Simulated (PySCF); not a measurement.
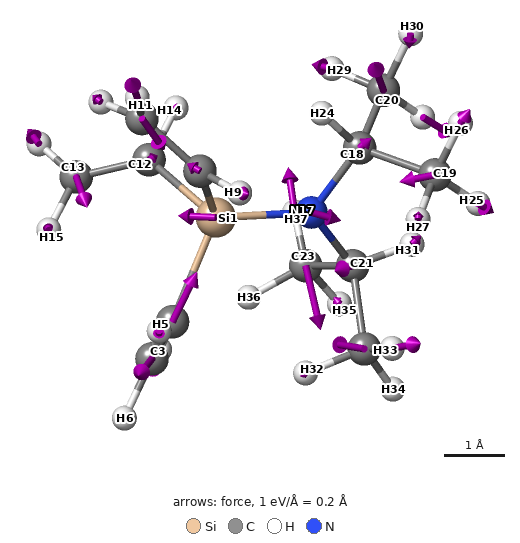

Starting geometry of C$_{12}$H$_{23}$NSi with the computed forces as purple arrows. A ball-and-stick model, seen at a tilt.

The start comes from GFN2-xTB. Its atoms were then displaced at random by about 0.03 Å.

Theory: PBE0-D3(BJ)/def2-SVP geometry optimisation, gas phase (PySCF 2.14.0, density-fitted response routines). 

What follows when this structure is relaxed?

It isn't relaxed: the largest force vector, on a C atom, is 5.81 eV/Å. The final displacements have little in common with the starting forces (cosine between the two patterns 0.15). The energy falls by 2.164 eV in 12 geometry steps. The atom that moves furthest after the best rigid fit is an H atom (0.70 Å). By element the largest moves are H 0.70 Å, C 0.40 Å, N 0.07 Å, Si 0.05 Å. Some distances before and after: C–H 0.989 → 1.098 Å, C–Si 1.976 → 1.882 Å, N–Si 1.671 → 1.747 Å, C–C 1.277 → 1.339 Å. Among the angles between lasting bonds that change: C–C–H 113.2° → 121.4°, H–C–H 115.8° → 107.7°, C–C–H 129.7° → 122.4°. Groups turn about C–Si by about 20°.
